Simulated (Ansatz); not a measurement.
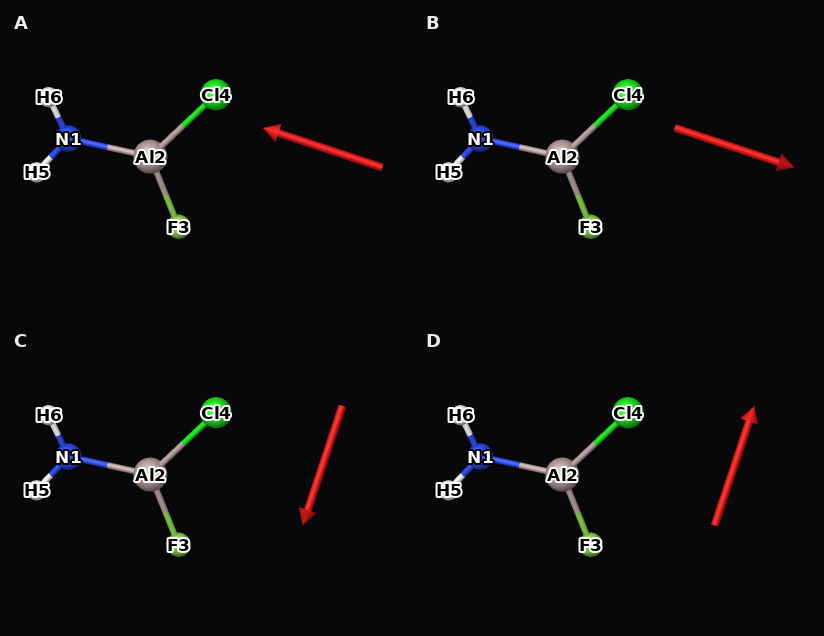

The same molecule four times, each with an arrow. Geometry: atoms displaced at random (about 0.04 Å) from a stationary point of PBE0-D4. Method: RHF-CCSD(T), frozen core/def2-TZVPP (Ansatz 0.2.0).

Question: Which arrow points along the dipole moment, from the negative to the positive end?

Answer: A. The dipole moment is 2.58 D; it points from the side of F3 to the side of H6 (the outermost atoms at the two ends).
